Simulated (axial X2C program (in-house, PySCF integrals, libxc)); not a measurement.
# All-electron X2C curves of RhSi⁺

Aim: find the lowest determinant of RhSi⁺, scan the bond at several levels and fit the constants, once spin-free and once with spin–orbit coupling.

Program: an in-house X2C program for linear molecules on PySCF integrals. Level of theory: all-electron X2C, Rh dyall-cv3z, Si dyall-v3z. These are calculated values, not measurements.

## 1. The job

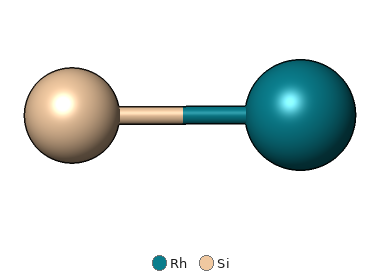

The two atoms at 2.410 Å (rhodium blue, silicon light orange).

Contents of task.json:

```json
{
 "zs": [
  45,
  14
 ],
 "q": 1,
 "bas": [
  "dyall-cv3z",
  "dyall-v3z"
 ],
 "levels": [
  "PBE0",
  "HF",
  "TPSSh"
 ],
 "cc": true,
 "r0": 2.41,
 "thr": -2.0,
 "nmax": 90,
 "npts": 10,
 "nst": 2,
 "ntry": 6
}
```

Keys: zs atomic numbers; q charge; bas basis sets; levels methods (HF also brings MP2); cc coupled cluster on or off; r0 starting distance in Å; thr threshold in hartree for freezing inner shells (an s shell follows its p shell); nmax most natural virtual spinors; npts points asked for on the curve; nst determinants followed; ntry starts of the search.

On the command line:

```sh
python so2c.py task.json out
```

Spin-free means the one-electron spin-free X2C Hamiltonian; two-component (2c) means X2C with spin–orbit coupling and atomic mean-field two-electron Coulomb and Gaunt terms. Basis: Rh dyall-cv3z contracted to [12s12p8d5f3g], Si dyall-v3z contracted to [8s7p2d1f]; Gaussian nuclei, density fitting. Masses: Rh 102.906 u, Si 27.977 u.

Notation: σ, π±, δ± give the projection m of an orbital's angular momentum (0, ±1, ±2), α and β its spin, Λ and M_S the sums; ω is the projection of a spinor's total angular momentum and Ω the sum. Logs are in hartree.

The results follow Hamiltonian by Hamiltonian and level by level.

## 2. Which state to follow

PBE0 moves the distance from 2.410 Å to 2.019 Å and compares determinants there.

Spin-free determinants:

```
ΔE (eV)           state                               open shells
   0.00  M_S = 0, Λ = 0                              closed shell
   0.54  M_S = 1, Λ = 2   beyond closed shells: σα, δ+α, δ+β, δ-α
   0.80  M_S = 0, Λ = 2   beyond closed shells: σβ, δ+α, δ+β, δ-α
   1.80  M_S = 1, Λ = 3  beyond closed shells: π+α, δ+α, δ+β, δ-α
   1.80  M_S = 1, Λ = 1  beyond closed shells: π-α, δ+α, δ+β, δ-α
   1.81  M_S = 0, Λ = 3  beyond closed shells: π+β, δ+α, δ+β, δ-α
   1.84  M_S = 0, Λ = 1  beyond closed shells: π-β, δ+α, δ+β, δ-α
```

Two-component determinants:

| ΔE (eV) | state | open shells |
| --- | --- | --- |
| 0.00 | Ω = 0 | closed shell |
| 0.40 | Ω = 3 | excess of +ω over −ω: ω = 1/2, ω = 5/2 |
| 0.67 | Ω = 2 | excess of +ω over −ω: ω = -1/2, ω = 5/2 |
| 0.69 | Ω = 1 | excess of +ω over −ω: ω = -1/2, ω = 3/2 |
| 0.94 | Ω = 2 | excess of +ω over −ω: ω = 1/2, ω = 3/2 |
| 1.70 | Ω = 4 | excess of +ω over −ω: ω = 3/2, ω = 5/2 |
| 1.74 | Ω = 1 | excess of +ω over −ω: ω = -3/2, ω = 5/2 |

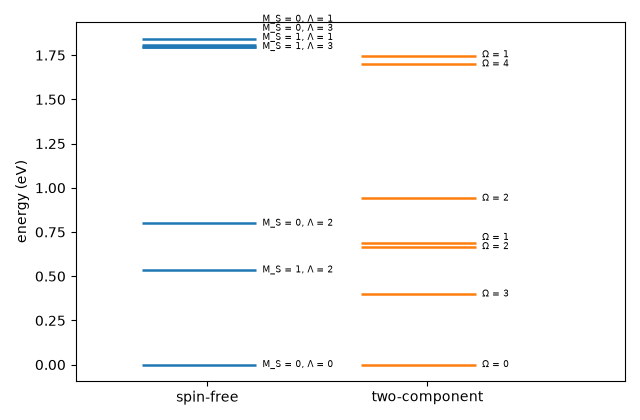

The determinants found, each set from its own lowest.

## 3. PBE0, spin-free

State followed: M_S = 0, Λ = 0 (closed shell). The scan is laid around 2.019 Å, a first estimate of the minimum, and this SCF restarts from the orbitals of the search.

Output at 2.019 Å:

```text
spin-free X2C-1e  PBE0
basis functions 196  fitting functions 970  grid points 5082
iter        total energy     max residual
   1      -5073.087682006     7.78e-05
   2      -5073.087682056     3.60e-05
   3      -5073.087682068     1.21e-05
   4      -5073.087682070     2.32e-06
converged
one-electron -7315.17071093  Coulomb 2237.30994711  exact exchange -39.42241156  xc functional -120.92666760  nuclear repulsion 165.12216091
```

Along the bond, energies from the lowest point:

| R (Å) | E (eV) | μ (D) | HOMO (eV) | LUMO (eV) | iterations |
| --- | --- | --- | --- | --- | --- |
| 1.837 | 0.5217 | 2.08 | -12.65 | -8.97 | 29 |
| 1.898 | 0.2043 | 2.14 | -12.58 | -9.00 | 29 |
| 1.958 | 0.0426 | 2.21 | -12.51 | -9.03 | 29 |
| 2.019 | 0.0000 | 2.30 | -12.43 | -9.04 | 4 |
| 2.090 | 0.0636 | 2.43 | -12.35 | -9.05 | 31 |
| 2.160 | 0.2149 | 2.57 | -12.26 | -9.05 | 31 |
| 2.251 | 0.4966 | 2.79 | -12.14 | -9.03 | 32 |

Dipoles are positive if Si is the positive end and refer to the centre of mass.

Outer orbitals at the reference distance:

| symmetry | occupied | ε (eV) | atomic character |
| --- | --- | --- | --- |
| σα | yes | -18.96 | 57% Si s, 20% Rh d, 11% Rh p |
| π-α | yes | -13.75 | 78% Rh d, 17% Si p, 2% Si d |
| π+α | yes | -13.75 | 78% Rh d, 17% Si p, 2% Si d |
| σα | yes | -13.59 | 58% Rh d, 26% Si p, 11% Si s |
| δ-α | yes | -12.43 | 99% Rh d |
| δ+α | yes | -12.43 | 99% Rh d |
| σα | no | -9.04 | 46% Si p, 34% Rh s, 18% Rh d |
| π-α | no | -8.13 | 58% Si p, 20% Rh d, 14% Rh p |
| π+α | no | -8.13 | 58% Si p, 20% Rh d, 14% Rh p |
| σα | no | -5.87 | 45% Rh p, 32% Rh s, 13% Si p |

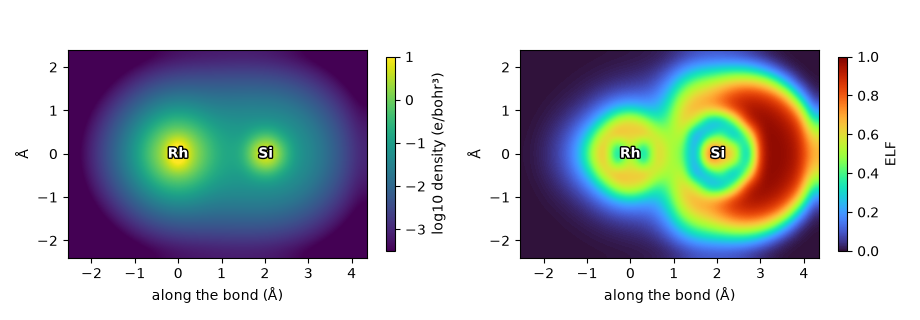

PBE0 fields in a plane through the axis, from a grid of 0.3 Å; Rh lies at z = 0 and Si at z = 2.019 Å; the ELF is damped to zero where the density is low.

Re = 2.014 Å, ωe = 558 cm⁻¹, ωexe = 1.77 cm⁻¹, Be = 0.1889 cm⁻¹, De = 4.36 eV, μ = 2.29 D.

## 4. HF, spin-free

The SCF at the reference distance of 2.019 Å:

```text
spin-free X2C-1e  HF
basis functions 196  fitting functions 970  grid points 5082
iter        total energy     max residual
   1      -5070.428249152     4.59e-01
   2      -5070.453319928     1.24e-02
   3      -5070.454876533     2.16e-02
   4      -5070.455473182     9.35e-03
   5      -5070.455657460     3.12e-03
   6      -5070.455803116     6.56e-03
   7      -5070.455952683     5.25e-03
   8      -5070.455996696     1.74e-03
   9      -5070.456001521     1.69e-04
  10      -5070.456001776     5.72e-05
  11      -5070.456001792     1.76e-05
  12      -5070.456001794     1.60e-06
converged
one-electron -7315.38161206  Coulomb 2237.61327618  exact exchange -157.80982683  xc functional 0.00000000  nuclear repulsion 165.12216091
```

No constants are quoted: the solution changes its character somewhere along the scan, so the fit is set aside.

## 5. TPSSh, spin-free

The SCF at the reference distance of 2.019 Å:

```text
spin-free X2C-1e  TPSSh
basis functions 196  fitting functions 970  grid points 5082
iter        total energy     max residual
   1      -5073.378398536     1.89e-01
   2      -5073.378951907     1.22e-01
   3      -5073.379620460     3.03e-02
   4      -5073.379684228     4.52e-03
   5      -5073.379688028     1.60e-03
   6      -5073.379690123     5.64e-04
   7      -5073.379690192     5.26e-05
   8      -5073.379690223     6.46e-05
   9      -5073.379690224     2.03e-05
  10      -5073.379690224     1.00e-06
converged
one-electron -7314.59256314  Coulomb 2236.71714574  exact exchange -15.76701671  xc functional -144.85941702  nuclear repulsion 165.12216091
```

Re = 2.030 Å, ωe = 544 cm⁻¹, ωexe = 1.7 cm⁻¹, Be = 0.1859 cm⁻¹, De = 4.70 eV, μ = 2.08 D.

## 6. Correlated methods, spin-free

Correlated methods: 12 electrons correlated (frozen shells, counted by type: Rh 4 s, 3 p, 1 d; Si 2 s, 1 p), 252 virtual spinors in MP2, 90 natural virtuals in coupled cluster.

Output of the correlated part at 2.019 Å:

```text
correlated 12  virtual 252  natural virtual 90  E(MP2) -0.511985885  MP2 remainder -0.024121911
iter   CCSD correlation   residual
   1     -0.383719597   4.09e-01
   2     -0.421204220   2.82e-01
   3     -0.426041231   4.95e-02
   4     -0.426676669   2.24e-02
   5     -0.427269029   9.60e-03
   6     -0.427365366   4.09e-03
   7     -0.427289768   1.88e-03
   8     -0.427322511   7.96e-04
   9     -0.427343122   3.01e-04
  10     -0.427335506   1.16e-04
  11     -0.427337936   5.71e-05
  12     -0.427338188   1.73e-05
  13     -0.427337668   6.35e-06
  14     -0.427337735   2.90e-06
  15     -0.427337612   1.23e-06
  16     -0.427337633   6.39e-07
  17     -0.427337613   4.01e-07
(T) -0.034506200  T1 0.0458  D1 0.0655  max T2 0.109
```

T1 in the output is the amplitude norm over the root of the electron number; divide by √2 for the Lee–Taylor value.

MP2: No constants are quoted: the reference changes its character somewhere along the scan, so the fit is set aside.

CCSD: No constants are quoted: the reference changes its character somewhere along the scan, so the fit is set aside.

CCSD(T): No constants are quoted: the reference changes its character somewhere along the scan, so the fit is set aside.

## 7. A higher determinant, spin-free

State: M_S = 1, Λ = 2 (beyond closed shells: σα, δ+α, δ+β, δ-α).

Output at the reference distance:

```text
spin-free X2C-1e  PBE0
basis functions 196  fitting functions 970  grid points 5082
iter        total energy     max residual
   1      -5073.068018254     3.69e-05
   2      -5073.068018277     1.93e-05
   3      -5073.068018277     2.74e-05
   4      -5073.068018280     1.54e-05
converged
one-electron -7312.54981514  Coulomb 2234.66150467  exact exchange -39.42246995  xc functional -120.87939876  nuclear repulsion 165.12216091
```

| R (Å) | E above the lowest PBE0 point (eV) |
| --- | --- |
| 1.837 | 1.486 |
| 1.898 | 1.014 |
| 1.958 | 0.710 |
| 2.019 | 0.535 |
| 2.090 | 0.456 |
| 2.160 | 0.475 |
| 2.251 | 0.601 |

No constants are quoted: too few points lie around the minimum for a second fit to confirm the first.

## 8. The spin-free curves together

Energy (eV) of the followed determinant, spin-free, from each level's lowest point:

| R (Å) | PBE0 | HF (jumps) | MP2 (its reference jumps) | CCSD (its reference jumps) | CCSD(T) (its reference jumps) | TPSSh |
| --- | --- | --- | --- | --- | --- | --- |
| 1.837 | 0.522 | 0.307 | 0.745 | 0.539 | 0.653 | 0.604 |
| 1.898 | 0.204 | 0.083 | 0.300 | 0.218 | 0.286 | 0.257 |
| 1.958 | 0.043 | 0.000 | 0.039 | 0.052 | 0.077 | 0.068 |
| 2.019 | 0.000 | 0.011 | 0.000 | 0.000 | 0.000 | 0.000 |
| 2.090 | 0.064 | 0.077 | 0.430 | 0.043 | 0.061 | 0.037 |
| 2.160 | 0.215 | 0.137 | 1.276 | 0.169 | 0.240 | 0.165 |
| 2.251 | 0.497 | 0.196 | 2.268 | 0.426 | 0.542 | 0.422 |

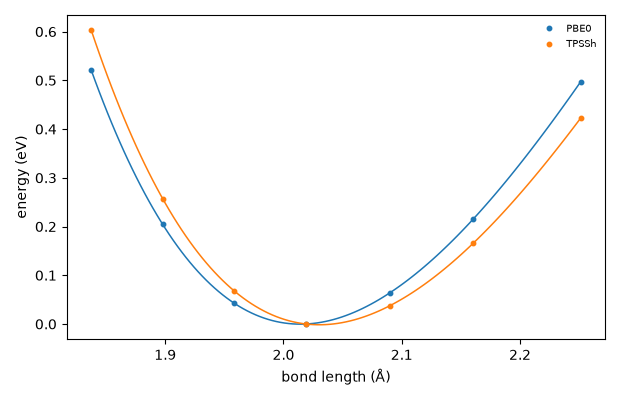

Curves of the followed state, spin-free, each from its own lowest point. Left out: HF, MP2, CCSD, CCSD(T).

## 9. PBE0, 2c

State followed: Ω = 0 (closed shell). The scan is laid around 2.019 Å, a first estimate of the minimum, and this SCF restarts from the orbitals of the search.

Output at 2.019 Å:

```text
two-component X2C + atomic mean field  PBE0
basis functions 196  fitting functions 970  grid points 5082
iter        total energy     max residual
   1      -5071.090371287     2.74e-05
   2      -5071.090371288     1.35e-05
converged
one-electron -7309.69426370  Coulomb 2236.20733816  exact exchange -39.40131470  xc functional -120.86374383  nuclear repulsion 165.12216091  atomic mean-field constant -2.46054814
```

Along the bond, energies from the lowest point:

| R (Å) | E (eV) | μ (D) | HOMO (eV) | LUMO (eV) | iterations |
| --- | --- | --- | --- | --- | --- |
| 1.837 | 0.5244 | 2.08 | -12.50 | -8.97 | 31 |
| 1.898 | 0.2063 | 2.14 | -12.44 | -9.00 | 30 |
| 1.958 | 0.0437 | 2.21 | -12.37 | -9.03 | 32 |
| 2.019 | 0.0000 | 2.30 | -12.29 | -9.04 | 2 |
| 2.090 | 0.0619 | 2.42 | -12.21 | -9.05 | 37 |
| 2.160 | 0.2110 | 2.56 | -12.12 | -9.05 | 37 |
| 2.251 | 0.4890 | 2.78 | -12.01 | -9.04 | 41 |

Dipoles are positive if Si is the positive end and refer to the centre of mass.

Outer spinors at the reference distance:

| ω | occupied | ε (eV) | atomic character | λ mixture |
| --- | --- | --- | --- | --- |
| 1/2 | yes | -18.96 | 57% Si s, 20% Rh d, 11% Rh p | 100% σ |
| 1/2 | yes | -13.90 | 76% Rh d, 17% Si p, 2% Si s | 80% π, 20% σ |
| 3/2 | yes | -13.71 | 78% Rh d, 17% Si p, 2% Si d | 98% π, 2% δ |
| 1/2 | yes | -13.53 | 61% Rh d, 25% Si p, 9% Si s | 80% σ, 20% π |
| 3/2 | yes | -12.58 | 98% Rh d | 98% δ, 2% π |
| 5/2 | yes | -12.29 | 99% Rh d | 100% δ |
| 1/2 | no | -9.04 | 46% Si p, 34% Rh s, 18% Rh d | 100% σ |
| 1/2 | no | -8.16 | 59% Si p, 20% Rh d, 14% Rh p | 100% π |
| 3/2 | no | -8.09 | 58% Si p, 21% Rh d, 14% Rh p | 100% π |
| 1/2 | no | -5.87 | 45% Rh p, 32% Rh s, 13% Si p | 100% σ |

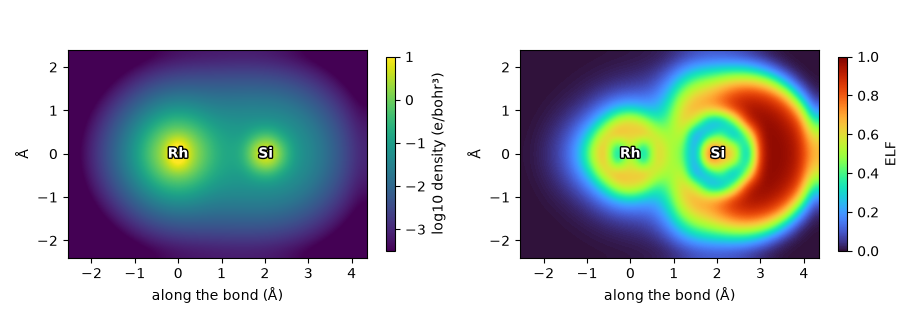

PBE0 fields in a plane through the axis, from a grid of 0.3 Å; Rh lies at z = 0 and Si at z = 2.019 Å; the ELF is damped to zero where the density is low.

Re = 2.015 Å, ωe = 556 cm⁻¹, ωexe = 1.8 cm⁻¹, Be = 0.1887 cm⁻¹, De = 4.21 eV, μ = 2.29 D.

## 10. HF, 2c

Output at 2.019 Å:

```text
two-component X2C + atomic mean field  HF
basis functions 196  fitting functions 970  grid points 5082
iter        total energy     max residual
   1      -5068.430571551     4.60e-01
   2      -5068.455741074     1.17e-02
   3      -5068.457300574     2.15e-02
   4      -5068.457963990     1.01e-02
   5      -5068.458219210     3.53e-03
   6      -5068.458453657     8.24e-03
   7      -5068.458690198     7.26e-03
   8      -5068.458776060     2.67e-03
   9      -5068.458795264     4.72e-04
  10      -5068.458804454     1.17e-03
  11      -5068.458817804     1.54e-03
  12      -5068.458825688     8.27e-04
  13      -5068.458828129     1.09e-04
  14      -5068.458828617     1.08e-04
  15      -5068.458828836     1.18e-04
  16      -5068.458828982     5.20e-05
  17      -5068.458829044     1.57e-05
  18      -5068.458829061     1.86e-05
  19      -5068.458829065     9.23e-06
  20      -5068.458829066     2.46e-06
converged
one-electron -7309.82836453  Coulomb 2236.43463639  exact exchange -157.72671370  xc functional 0.00000000  nuclear repulsion 165.12216091  atomic mean-field constant -2.46054814
```

No constants are quoted: the solution changes its character somewhere along the scan, so the fit is set aside.

## 11. TPSSh, 2c

Output at 2.019 Å:

```text
two-component X2C + atomic mean field  TPSSh
basis functions 196  fitting functions 970  grid points 5082
iter        total energy     max residual
   1      -5071.379585763     1.89e-01
   2      -5071.380147185     1.22e-01
   3      -5071.380819499     2.98e-02
   4      -5071.380882304     4.57e-03
   5      -5071.380886144     1.65e-03
   6      -5071.380888212     5.54e-04
   7      -5071.380888283     5.06e-05
   8      -5071.380888314     6.62e-05
   9      -5071.380888315     1.98e-05
converged
one-electron -7309.11710813  Coulomb 2235.61552475  exact exchange -15.75857138  xc functional -144.78234633  nuclear repulsion 165.12216091  atomic mean-field constant -2.46054814
```

Re = 2.031 Å, ωe = 543 cm⁻¹, ωexe = 1.72 cm⁻¹, Be = 0.1858 cm⁻¹, De = 4.60 eV, μ = 2.08 D.

## 12. Correlated methods, 2c

Correlated methods: 12 electrons correlated (frozen shells, counted by type: Rh 4 s, 3 p, 1 d; Si 2 s, 1 p), 252 virtual spinors in MP2, 90 natural virtuals in coupled cluster.

Output of the correlated part at 2.019 Å:

```text
correlated 12  virtual 252  natural virtual 90  E(MP2) -0.506647541  MP2 remainder -0.024157561
iter   CCSD correlation   residual
   1     -0.384186731   3.95e-01
   2     -0.419736843   2.64e-01
   3     -0.424806954   5.03e-02
   4     -0.425675349   2.53e-02
   5     -0.426404269   1.17e-02
   6     -0.426545882   5.28e-03
   7     -0.426479743   2.41e-03
   8     -0.426523650   1.03e-03
   9     -0.426549606   4.71e-04
  10     -0.426538065   2.54e-04
  11     -0.426542512   1.60e-04
  12     -0.426543790   7.77e-05
  13     -0.426542000   4.04e-05
  14     -0.426542409   2.17e-05
  15     -0.426541798   1.03e-05
  16     -0.426541932   5.79e-06
  17     -0.426541826   3.86e-06
  18     -0.426541766   2.21e-06
  19     -0.426541775   1.26e-06
(T) -0.033794248  T1 0.0541  D1 0.0865  max T2 0.099
```

MP2: No constants are quoted: the reference changes its character somewhere along the scan, so the fit is set aside.

CCSD: No constants are quoted: the reference changes its character somewhere along the scan, so the fit is set aside.

CCSD(T): No constants are quoted: the reference changes its character somewhere along the scan, so the fit is set aside.

## 13. A higher determinant, 2c

State: Ω = 3 (excess of +ω over −ω: ω = 1/2, ω = 5/2).

Output at the reference distance:

```text
two-component X2C + atomic mean field  PBE0
basis functions 196  fitting functions 970  grid points 5082
iter        total energy     max residual
   1      -5071.075702437     4.28e-05
   2      -5071.075702439     5.24e-06
converged
one-electron -7307.11909245  Coulomb 2233.60081171  exact exchange -39.40154822  xc functional -120.81748625  nuclear repulsion 165.12216091  atomic mean-field constant -2.46054814
```

| R (Å) | E above the lowest PBE0 point (eV) |
| --- | --- |
| 1.837 | 1.351 |
| 1.898 | 0.879 |
| 1.958 | 0.575 |
| 2.019 | 0.399 |
| 2.090 | 0.319 |
| 2.160 | 0.338 |
| 2.251 | 0.462 |

No constants are quoted: too few points lie around the minimum for a second fit to confirm the first.

## 14. The 2c curves together

Energy (eV) of the followed determinant, 2c, from each level's lowest point:

| R (Å) | PBE0 | HF (jumps) | MP2 (its reference jumps) | CCSD (its reference jumps) | CCSD(T) (its reference jumps) | TPSSh |
| --- | --- | --- | --- | --- | --- | --- |
| 1.837 | 0.524 | 0.316 | 0.676 | 0.545 | 0.643 | 0.606 |
| 1.898 | 0.206 | 0.089 | 0.239 | 0.224 | 0.276 | 0.258 |
| 1.958 | 0.044 | 0.000 | 0.000 | 0.055 | 0.070 | 0.069 |
| 2.019 | 0.000 | 0.000 | 0.036 | 0.000 | 0.000 | 0.000 |
| 2.090 | 0.062 | 0.037 | 0.675 | 0.040 | 0.083 | 0.036 |
| 2.160 | 0.211 | 0.057 | 1.555 | 0.169 | 0.266 | 0.163 |
| 2.251 | 0.489 | 0.069 | 2.434 | 0.427 | 0.563 | 0.417 |

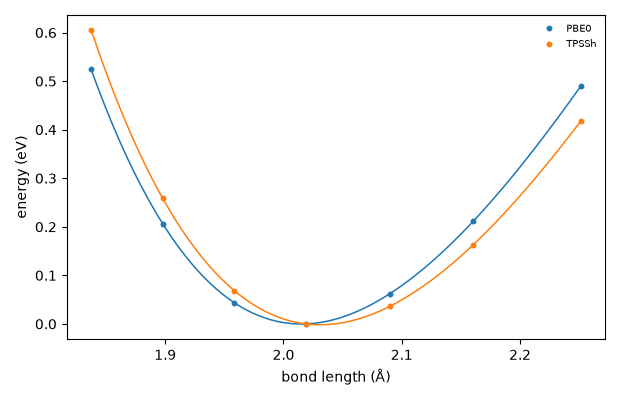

Curves of the followed state, 2c, each from its own lowest point. Left out: HF, MP2, CCSD, CCSD(T).

The whole job took 3.5 min on 1 thread of Arm Neoverse V2, shared host; peak memory 0.77 GiB.

## 15. What came out

Lowest determinant that the search found at its distance, spin-free: M_S = 0, Λ = 0 (closed shell).

Lowest determinant that the search found at its distance, 2c: Ω = 0 (closed shell).

```csv
Hamiltonian,level,Re (Å),ωe (cm⁻¹),De (eV),μ (D)
spin-free,PBE0,2.014,558,4.36,2.29
spin-free,TPSSh,2.030,544,4.70,2.08
2c,PBE0,2.015,556,4.21,2.29
2c,TPSSh,2.031,543,4.60,2.08
```

Dipoles are positive if Si is the positive end and refer to the centre of mass. No constants: spin-free HF (the solution changes its character somewhere along the scan, so the fit is set aside); spin-free MP2 (the reference changes its character somewhere along the scan, so the fit is set aside); spin-free CCSD (the reference changes its character somewhere along the scan, so the fit is set aside); spin-free CCSD(T) (the reference changes its character somewhere along the scan, so the fit is set aside); 2c HF (the solution changes its character somewhere along the scan, so the fit is set aside); 2c MP2 (the reference changes its character somewhere along the scan, so the fit is set aside); 2c CCSD (the reference changes its character somewhere along the scan, so the fit is set aside); 2c CCSD(T) (the reference changes its character somewhere along the scan, so the fit is set aside).

Time per point (s) on 1 thread of Arm Neoverse V2, shared host (2c runs); the times are rough: PBE0 0.93, TPSSh 1.5.

What this shows: At PBE0, going from spin-free to two-component changes Re by +1 mÅ, ωe by -0.4 %; the spin-free picture holds up (part of it comes from the scalar share of the two-electron terms). It costs about 1.5 times the time. De moves by -0.15 eV; both De rest on single-determinant atoms, which can miss part of an open shell's spin–orbit lowering.

De refers to Rh+ + Si, each in the lowest determinant found, which need not be this curve's own limit. Each curve is one determinant whose occupation by symmetry is held fixed; it was picked as the lowest of a PBE0 search that is not exhaustive. Closed shells are restricted here (equal orbitals for both partners), which fails at long range if the bond breaks into open shells. Dissociation energies refer to the lowest single-determinant-based atoms at the same level and basis. The meta-GGAs lack a current-density term, which matters for open shells with orbital currents, atoms included.
